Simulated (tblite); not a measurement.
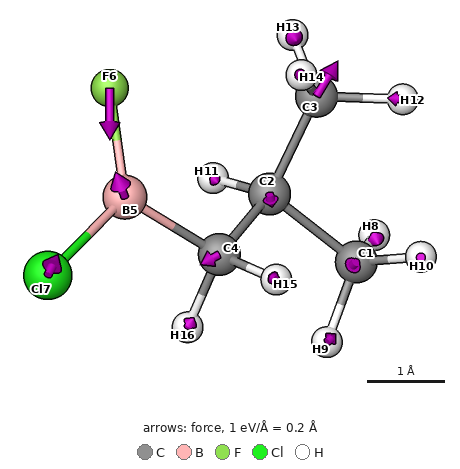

Starting geometry of C4H9BClF with the computed forces as purple arrows. The picture is a ball-and-stick view, seen from a free direction.

Method: GFN2-xTB geometry optimisation, gas phase in tblite. 

What follows when this structure is relaxed?

Answer. It isn't relaxed: the largest force vector, on F6, is 3.49 eV/Å. The final displacements follow the starting forces only in part (cosine between the two patterns 0.33). The energy falls by 24.9 kcal/mol in 142 geometry steps. Cl7 moves most after the best rigid fit: 1.15 Å. Largest moves by element: Cl 1.15 Å, F 1.09 Å, H 1.02 Å, C 0.20 Å, B 0.09 Å. Some distances before and after: B5–Cl7 1.862 → 1.716 Å, B5–F6 1.444 → 1.324 Å, C2–C3 1.482 → 1.527 Å, C3–H12 1.129 → 1.088 Å. Bond angles that change, for instance: C4–B5–Cl7 115.2° → 123.6°, F6–B5–Cl7 122.4° → 115.9°, H8–C1–H10 114.2° → 108.3°. Groups turn about C2–C3 by about 55°, C4–B5 by about 45°, C1–C2 by about 20°.
